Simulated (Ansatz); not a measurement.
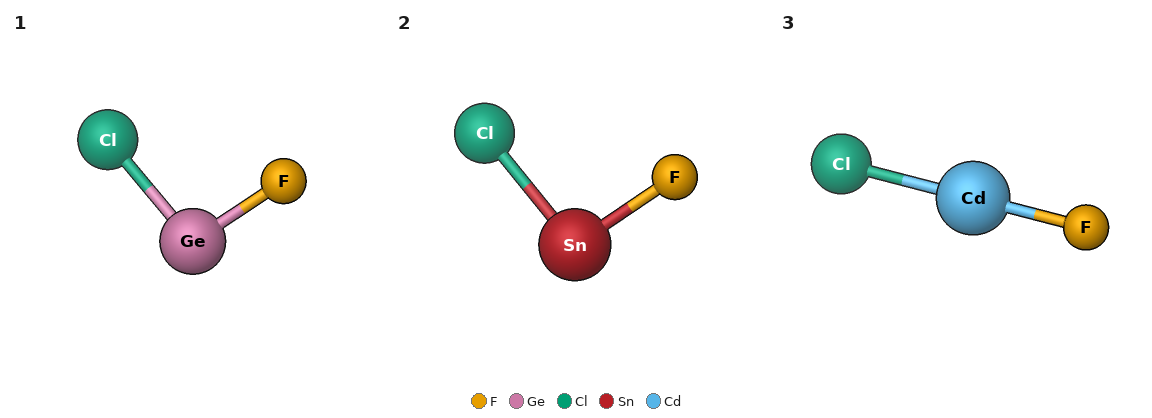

3 molecules with one skeleton, seen from the same side and at one scale. Charge 0, singlet. Computed geometries: PBE0-D4/def2-TZVP optimisations, one conformation each. Properties computed with Ansatz 0.2.0. Elements past Kr carry core potentials.

One atom differs, called X below: Ge in panel 1, Sn in panel 2, Cd in panel 3. Their formulas are GeClF (`[F][Ge][Cl]`), SnClF (`[F][Sn][Cl]`), CdClF (`[F][Cd][Cl]`).

Rank them by the length of X–Cl, lowest first (PBE0-D4/def2-TZVP).

Answer. 1 (Ge), 3 (Cd), 2 (Sn).

Rank them by the vertical ionisation energy, lowest first (PBE-D4/def2-TZVPP).

Answer. 2 (Sn), 1 (Ge), 3 (Cd).

Give the values. With PBE0-D4/def2-TZVP: length of X–Cl (Å), length of X–F (Å), angle F–X–Cl (°), harmonic zero-point energy (kJ/mol). With PBE-D4/def2-TZVPP: dipole moment (D), HOMO energy (Kohn–Sham orbital) (eV), HOMO–LUMO gap (eV), vertical ionisation energy (eV).

| quantity | 1 (Ge) | 2 (Sn) | 3 (Cd) |
| --- | --- | --- | --- |
| length of X–Cl (Å) | 2.180 | 2.360 | 2.252 |
| length of X–F (Å) | 1.748 | 1.935 | 1.929 |
| angle F–X–Cl (°) | 98.4 | 96.9 | 180.0 |
| dipole moment (D) | 2.09 | 3.28 | 0.54 |
| HOMO energy (Kohn–Sham orbital) (eV) | −7.25 | −7.16 | −7.71 |
| HOMO–LUMO gap (eV) | 3.67 | 3.54 | 4.51 |
| vertical ionisation energy (eV) | 10.63 | 10.34 | 11.18 |
| harmonic zero-point energy (kJ/mol) | 7.7 | 6.6 | 7.2 |
